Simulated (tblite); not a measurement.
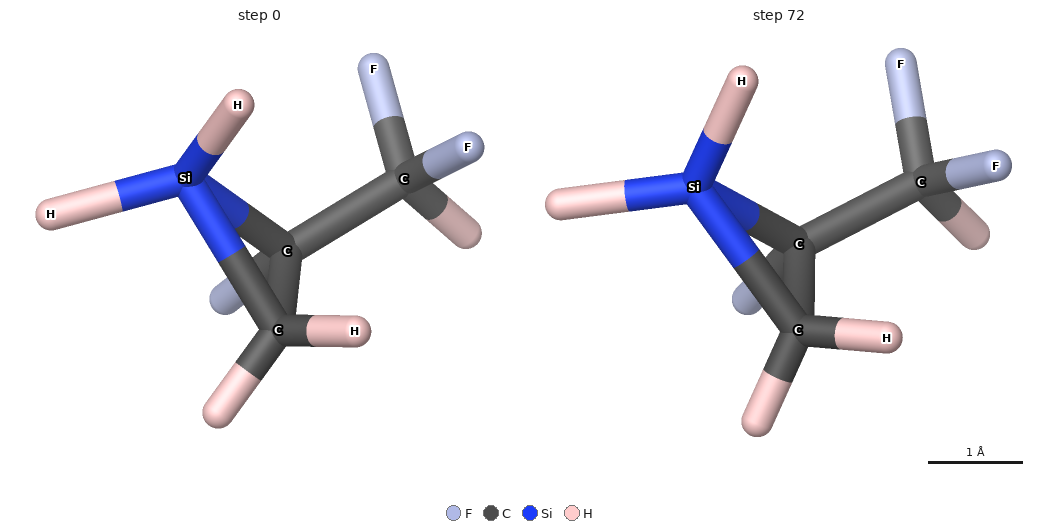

The structure of C3H5F3Si before (left) and after (right) a relaxation, at one scale.

A stick model, seen from a free direction.

These are results of tblite 0.8.0, GFN2-xTB geometry optimisation, gas phase, not measurements. 

Question: Summarise the run.

Answer: An H atom moves most after the best rigid fit: 0.34 Å. Largest moves by element: H 0.34 Å, Si 0.26 Å, F 0.22 Å, C 0.12 Å. Among the contacts that change: C–Si 1.840 → 1.907 Å, C–C 1.492 → 1.532 Å, H–Si 1.485 → 1.447 Å, C–H 1.078 → 1.102 Å. Bond angles that change, for instance: C–Si–H 105.6° → 117.8°, C–Si–H 106.3° → 117.3°, Si–C–H 112.8° → 121.6°. After 72 geometry steps the energy has fallen by 57.0 kJ/mol.
